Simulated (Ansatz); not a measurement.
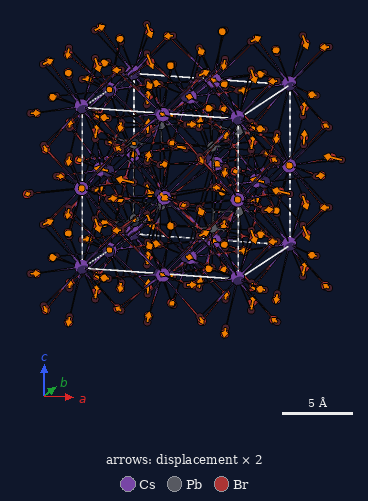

This is a relaxation of a defect cell of composition Cs₇Pb₈Br₂₃. The starting structure is drawn faded, the final one solid; orange arrows show the displacements, magnified 2 times.

A ball-and-stick model of the cell of the calculation, seen slightly off an axis.

These are results of Ansatz 0.2.0, DFT, PBEsol, PAW, plane waves, not measurements. Set-up: plane-wave cutoff 420 eV; k-point mesh 1 × 1 × 1; mesh shifted by (0.25, 0.25, 0.25); no spin polarisation; atoms relaxed in a fixed cell; force threshold 0.03 eV/Å; at most 80 steps.

**Atoms of which element are displaced furthest, and by how much?**

Bromine: up to 0.89 Å, against 0.63 Å for caesium.

**What happened in the run?**

After 16 geometry steps the energy has fallen by 0.992 eV per cell of the calculation. Largest force component: 0.63 eV/Å at the start, 0.03 eV/Å at the end. The largest move is that of a Br atom, 0.89 Å along [−3 1 0]. Largest moves by element: Br 0.89 Å, Cs 0.63 Å, Pb 0.25 Å. The cell doesn't change. Near-neighbour distances that change, for instance: Br–Cs 4.176 → 5.509 Å, Br–Cs 4.145 → 5.266 Å, Br–Cs 4.126 → 5.027 Å, Br–Cs 4.165 → 5.032 Å. Bonds break: Br–Cs (4.18 → 5.51 Å). Bond angles that change, for instance: Pb–Br–Pb 177.8° → 146.8°, Pb–Br–Pb 178.2° → 150.5°, Pb–Br–Pb 179.7° → 153.2°.
